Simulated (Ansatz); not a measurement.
# Quasi-harmonic thermodynamics of BeHg (hypothetical, Pm-3m), part 3 of 3

How much does BeHg (hypothetical) expand with temperature? The compound is hypothetical: it was made by swapping elements on a known structure type.

Ansatz 0.2.0; DFT PBEsol, scalar-relativistic, plane waves, PAW.

So far. Step 2 (Probe on a coarse mesh): The start is under 22 GPa at this level and looks like a metal on this mesh. Step 5 (Tight relaxation): The residual pressure is -0.0025 GPa, small enough for phonons. The relaxed cell has a = 3.086 Å (conventional setting).

## 8. Phonons of the refused cell

The study refused this cell, so its phonons are run alone to see which modes are imaginary.

input.yaml reads:

```yaml
crystal:
  lattice:
    - [3.0856973024, 0.0, 0.0]
    - [0.0, 3.0856973024, 0.0]
    - [0.0, 0.0, 3.0856973024]
  atoms:
    - { symbol: Be, position: [0.5, 0.5, 0.5] }
    - { symbol: Hg, position: [0.0, 0.0, 0.0] }
kpoints:
  mp_grid: { grid: [16, 16, 16] }
hamiltonian:
  xc: pbesol
scf:
  occupations: { method: methfessel_paxton, width: 0.15 }
output:
  eigenvalues: true
phonons:
  method: dfpt
  qmesh: [4, 4, 4]
  temperatures: { t_max: 1000, t_step: 50 }
  qpath:
    path:
      - [[0.0, 0.0, 0.0], [0.0, 0.5, 0.0], [0.5, 0.5, 0.0], [0.0, 0.0, 0.0], [0.5, 0.5, 0.5], [0.0, 0.5, 0.0]]
      - [[0.5, 0.5, 0.5], [0.5, 0.5, 0.0]]
    npoints: 10
```

Run with:

```
$ ansatz run input.yaml --threads 4 --pin off --max-ram 8192MiB --backend cpu --events-out ev --progress --plain --runs-dir out
```

Numbers of over 12 decimals in the logs are rounded to 6 here.

Log:

```text
[...]
Crystal: 2 atoms, lattice volume = 29.381 Å³
Basis set: ecut = 420 eV, 587 PW (Γ), exchange–correlation on 48×48×48 points (8 copies of the dense FFT grid, shifted against one another)
Bands: 15, of which v1, the nominal top of the filled ones, is band 11 counted from 1 (10 counted from 0)
Symmetry: 48 space group operations
k-points: 165 of 4096
[...]
SCF iter   1: F=—  HF=-13757.475750 eV  |F-HF|=—  |Δ(HF+E_count)|=         —  Δρ=4.39e-3  dr2=5.30e-3  ethr=1.77e-3  ⟨swp⟩=5.0  Hψ=12422  notcnv=0
[...]
SCF iter   7: F=-13757.473946 eV  HF=-13757.473946 eV  |F-HF|=5.46e-12  |Δ(HF+E_count)|=  1.71e-10  S|Δr|=    0.00e0  Δρ=1.40e-7  dr2=8.54e-13  ethr=1.00e-12  ⟨swp⟩=4.3  Hψ=12015  notcnv=0
SCF 1 converged in 7 iterations: F = -13757.473946 eV  dr2 = 8.54e-13
[...]
SCF iter   1: F=—  HF=-13757.473948 eV  |F-HF|=—  |Δ(HF+E_count)|=         —  Δρ=1.72e-7  dr2=1.73e-12  ethr=1.31e-8  ⟨swp⟩=3.0  Hψ=19439  notcnv=0
eigensolver tolerance schedule: the retry pair's looser diagonalisation over-reported the residual by 1663178.79 of it (diagonalisation noise at an unbounded share of the residual, at the tolerance the schedule requests for it); recorded, not acted on — ethr = c·dr2/N_el stays at c = 1.0e-1
[...]
SCF iter   2: F=—  HF=-13757.473946 eV  |F-HF|=—  |Δ(HF+E_count)|=   2.10e-6  S|Δr|=    0.00e0  Δρ=8.41e-8  dr2=8.18e-13  ethr=1.00e-12  ⟨swp⟩=5.4  Hψ=9400  notcnv=0
SCF iter   3: F=-13757.473946 eV  HF=-13757.473946 eV  |F-HF|=5.46e-12  |Δ(HF+E_count)|=  3.64e-12  S|Δr|=    0.00e0  Δρ=3.81e-8  dr2=1.12e-13  ethr=1.00e-12  ⟨swp⟩=1.0  Hψ=5616  notcnv=0
SCF 2 converged in 3 iterations: F = -13757.473946 eV  dr2 = 1.12e-13
phonons: the bands overlap, so this run is a metal and interpolates without the dipole-dipole term. If the crystal is really an insulator or semiconductor, its LO-TO splitting is missing
NSCF: frozen V_eff on 165 k-points
[...]
DFPT response loops at q = (0, 0, 0) (fractional): preconditioner auto → Kerker (q_TF=auto, 2.600 Å⁻¹) (partly filled bands, converged f_vac=0.000); β = 1.00, the filter's whole step (`scf.mixing.beta` (0.50) is not read by the response loops under this deck's `scf.mixing.preconditioner`; to damp them name `kerker` or `kerker_dos`, under which they read `scf.mixing.beta`, and type it under 1.00, their step now; both keys bind the ground state too); Broyden in place of MSR1
[...]
SCF converged after 7 iterations
[...]
Free energy (F): -13757.473946 eV
[...]
Internal energy: -13757.474345 eV  (E = F + TS)
E sigma→0 (E₀):  -13757.474046 eV
Entropy (-TS):   0.000399 eV (0.200 meV/atom)
Fermi energy:    15.564283 eV
[...]
--- Band table (eV; the first three rows and the last of 165) ---
  k-point 0: bands = [... 7 lower, 7.9995, 7.9995, 7.9995, 18.0218, 18.0218, 18.0218, 23.3630, 25.5244]
  k-point 1: bands = [... 7 lower, 7.9673, 7.9673, 8.0021, 17.6377, 18.1195, 18.1195, 23.4880, 25.4733]
  k-point 2: bands = [... 7 lower, 7.8775, 7.8775, 8.0097, 16.7022, 18.4055, 18.4055, 23.6766, 25.3274]
  k-point 164: bands = [... 7 lower, 8.7098, 8.7098, 17.1076, 17.1076, 17.1076, 17.1626, 17.3694, 18.2713]
--- Phonons (Γ-DFPT): 2 representative perturbations + reference (Σ response iterations 5) ---
  ASR residual: 9.832e-5 → 0.000e0 eV/Å²; symmetrization residual: 7.312e-8 eV/Å²
  ASR residual per site (eV/Å²): 1.93e-6 9.83e-5
  Γ frequencies (cm⁻¹): 0.00 0.00 0.00 207.56 207.56 207.56
--- Phonons (arbitrary-q DFPT): 10 irreducible q on the 4×4×4 mesh ---
  q = [0.0000, 0.0000, 0.0000] (star 1, of the zone-centre solve; hermiticity 1.07e-7, symmetrization 1.99e-11): -0.00 -0.00 0.00 207.56 207.56 207.56
  q = [0.0000, 0.0000, 0.2500] (star 6, 4 solved perturbations in 4032 linear systems a pass and spin channel, the states on 1296 of 4096 k-point pairs; hermiticity 6.88e-7, symmetrization 7.51e-12): 18.12 18.12 74.43 195.31 195.31 215.35
[...]
q = [0.0000, 0.2500, -0.5000] (star 12, 6 solved perturbations on 1296 of 4096 k-point pairs; hermiticity 1.93e-7, symmetrization 1.34e-14): 21.26 40.67 69.63 225.38 230.87 236.52
[...]
sum rule: each row above includes the acoustic sum rule's correction from the zone centre's row sums; it moved no ω² by more than (0.37 cm⁻¹)²
  mesh force constants: q→R imaginary residual 3.65e-18; ASR residual 9.832e-5 → 0.000e0 eV/Å²; symmetrization residual 3.553e-15 eV/Å²
  interpolated dispersion: 62 rows × 6 modes
  density of states and harmonic sums: on the 20×20×20 q-mesh, interpolated from the force constants of a 4×4×4 supercell (no non-analytic term)
  largest difference from the sums on the solved wave vectors: F 2.88e-2 eV, S 3.89e-5 and C_V 1.01e-5 eV/K
  zero-point energy: 0.044990 eV/cell   skipped modes (ω ≤ 0): 282, of them read as no rigid motion or as one in doubt: 279 (9.138e-1 modes/cell left out, lowest -89.92 cm⁻¹)   left out of the sums: 1.52e-1 of the cell's modes: C_V's classical limit lies that fraction below 3 k_B per atom; for a crystal, a wire or a layer, F and S can be off by more, and a phonons.interpolated_qmesh denser along its periods is the remedy for the sampling
```

Elapsed: 4.9 min, on 4 threads of Arm Neoverse V2, shared host; peak memory 2.3 GiB; 19 min of CPU time.

Numbers from this step:

```
Γ frequencies                : 0, 0, 0, 207.6, 207.6, 207.6 cm⁻¹ (negative: imaginary)
lowest frequency on the path : -89.92 cm⁻¹
point group                  : m-3m
highest frequency            : 280.8 cm⁻¹
```

No LO-TO term. The phonon branches at the labelled points (cm⁻¹):

| point | branch 1 | branch 2 | branch 3 | branch 4 | branch 5 | branch 6 |
| --- | --- | --- | --- | --- | --- | --- |
| Γ | 0 | 0 | 0 | 208 | 208 | 208 |
| X | 26 | 26 | 109 | 171 | 171 | 281 |
| M | -80 | -80 | -14 | 221 | 221 | 256 |
| Γ | 0 | 0 | 0 | 208 | 208 | 208 |
| R | -90 | -90 | -90 | 88 | 88 | 88 |
| X | 26 | 26 | 109 | 171 | 171 | 281 |
| jump to R | -90 | -90 | -90 | 88 | 88 | 88 |
| M | -80 | -80 | -14 | 221 | 221 | 256 |

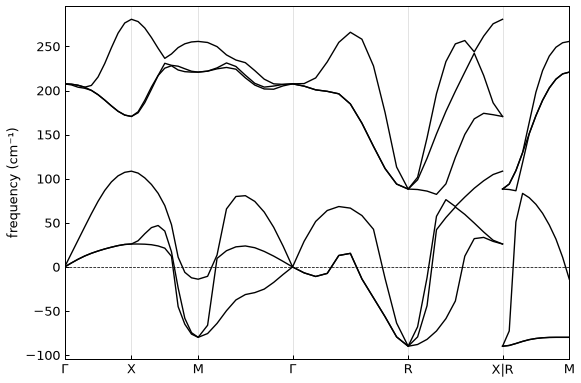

Phonon branches along the path.

The phonon density of states has structure finer than the step of the table below, so its rows give means over 25 cm⁻¹, whole bins alone (the curve runs from -92.5 to 282 cm⁻¹). Peaks (cm⁻¹: height): -17.5: 0.0160, 27.5: 0.0471, 72.5: 0.0326, 202.5: 0.0499, 252.5: 0.0401.

Tetrahedra on 20 20 20, mean over bins of 5 cm⁻¹. The phonon density of states by wavenumber; means over each step:

| wavenumber (cm⁻¹) | phonon density of states (1/cm⁻¹/cell) |
| --- | --- |
| -75 | 0.00877 |
| -50 | 0.0109 |
| -25 | 0.0129 |
| 0 | 0.00963 |
| 25 | 0.0315 |
| 50 | 0.0165 |
| 75 | 0.0257 |
| 100 | 0.00654 |
| 125 | 0.00356 |
| 150 | 0.00619 |
| 175 | 0.0150 |
| 200 | 0.0356 |
| 225 | 0.0285 |
| 250 | 0.0266 |

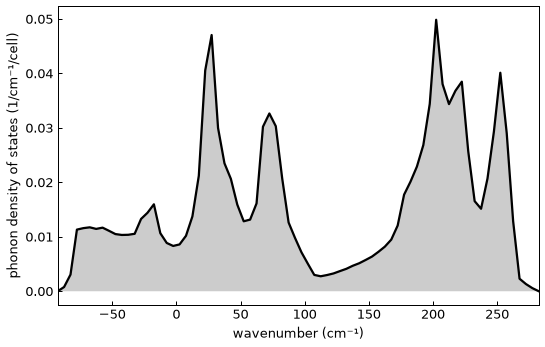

Phonon density of states against wavenumber.

No LO-TO term. The modes at Γ (shares of kinetic energy by element, %):

| mode | frequency (cm⁻¹) | symmetry | Be % | Hg % |
| --- | --- | --- | --- | --- |
| 1 | 0.0 | T1u | 4 | 96 |
| 2 | 0.0 | T1u | 4 | 96 |
| 3 | 0.0 | T1u | 4 | 96 |
| 4 | 207.6 | T1u | 96 | 4 |
| 5 | 207.6 | T1u | 96 | 4 |
| 6 | 207.6 | T1u | 96 | 4 |

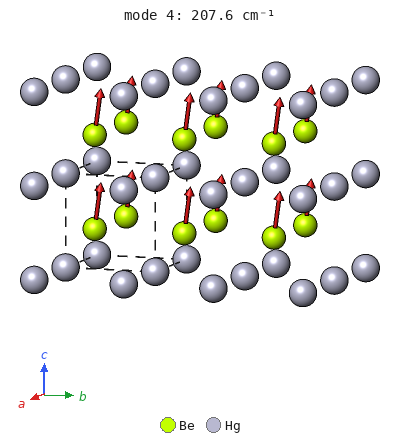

Displacement patterns of mode 4 at Γ; arrows are exaggerated. 2×3×2 cells are drawn. Some periodic images of atoms are drawn too.

Lowest modes at the softest wavevector of the mesh; phase exp(i q.(R + tau)). The modes at q = (0.500, 0.500, 0.500) (shares of kinetic energy by element, %) (negative means imaginary):

| mode | frequency (cm⁻¹) | Be % | Hg % |
| --- | --- | --- | --- |
| 1 | -89.9 | 100 | 0 |
| 2 | -89.9 | 100 | 0 |
| 3 | -89.9 | 100 | 0 |
| 4 | 88.3 | 0 | 100 |
| 5 | 88.3 | 0 | 100 |
| 6 | 88.3 | 0 | 100 |

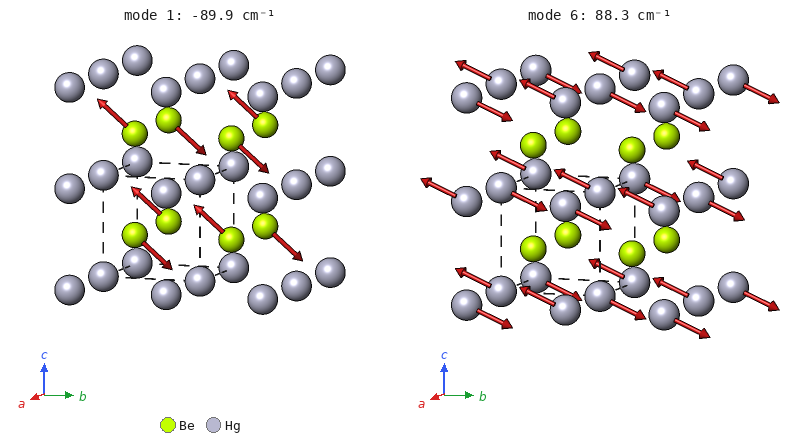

Displacement patterns of modes 1 and 6 at q = (0.500, 0.500, 0.500); arrows are exaggerated. 2×2×2 cells are drawn. Some periodic images of atoms are drawn too.

The modes has structure finer than the step of the table below, so its rows give means over 20 cm⁻¹, whole bins alone (the curve runs from -96.8 to 298 cm⁻¹). Peaks (cm⁻¹: height): Be -64.5: 0.0055, 203.6: 0.0431, 218.5: 0.0353, 253.3: 0.0344; Hg -17.3: 0.0150, 24.9: 0.0443, 77.0: 0.0292.

Phonopy on the run's constants, 19x19x19 mesh, Gaussian sigma 2.8 cm⁻¹. Modes against wavenumber; means over each step; values in 1/cm⁻¹/cell:

| wavenumber (cm⁻¹) | Be | Hg |
| --- | --- | --- |
| -80 | 0.00312 | 0.00385 |
| -60 | 0.00383 | 0.00752 |
| -40 | 0.00280 | 0.00929 |
| -20 | 0.00212 | 0.0122 |
| 0 | 3.2e-4 | 0.00418 |
| 20 | 0.00116 | 0.0287 |
| 40 | 0.00175 | 0.0229 |
| 60 | 0.00115 | 0.0172 |
| 80 | 0.00115 | 0.0232 |
| 100 | 9.4e-4 | 0.00543 |
| 120 | 0.00211 | 0.00131 |
| 140 | 0.00349 | 0.00134 |
| 160 | 0.00623 | 0.00161 |
| 180 | 0.0161 | 0.00211 |
| 200 | 0.0331 | 0.00352 |
| 220 | 0.0291 | 0.00389 |
| 240 | 0.0209 | 9.1e-4 |
| 260 | 0.0200 | 8.0e-4 |
| 280 | 6.5e-4 | 4.2e-6 |

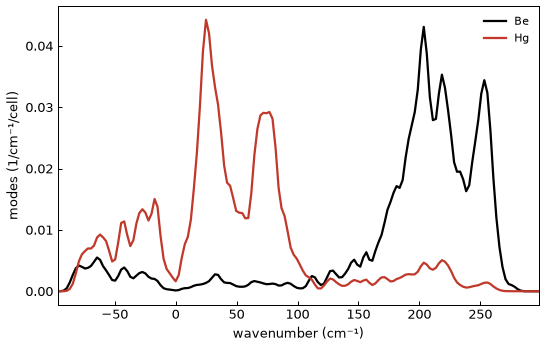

Modes against wavenumber.

The lowest solved frequency is -89.9 cm⁻¹, so the cell is unstable here and gives no valid free energy.

## 9. Summary of results

| Item | Value |
| --- | --- |
| lowest frequency at the solved wavevectors | -89.9 cm⁻¹ |

With imaginary harmonic modes at the relaxed cell the quasi-harmonic free energy is undefined, so no expansion is obtained for this phase at this level. The softest solved mode is 90i cm⁻¹ at q = (-0.5, -0.5, -0.5), and 5 of 10 solved wavevectors carry a mode beyond 8i cm⁻¹. In a metal soft modes also hang on the k-mesh and the smearing, which were not converged here. The PAW files were made for PBE and are used here under another functional, for which the program regenerates the frozen cores.

[Logs are printed without paths, hosts, clocks, repeated set-up lines and the standing remarks that a program may print on its own settings, such as how far it seeks lower states.]

[Hosts, paths, dates, database ids (printed as entryN), source tags and the programs' standing remarks are cut or masked in the printed files.]

[A step with changed settings may run another functional than the one named; its input shows which.]

[Pressures of single members of a volume series are the stress at the run's cutoff; with an incomplete basis they can lie off −dE/dV of the same runs, and they are not shown converged.]
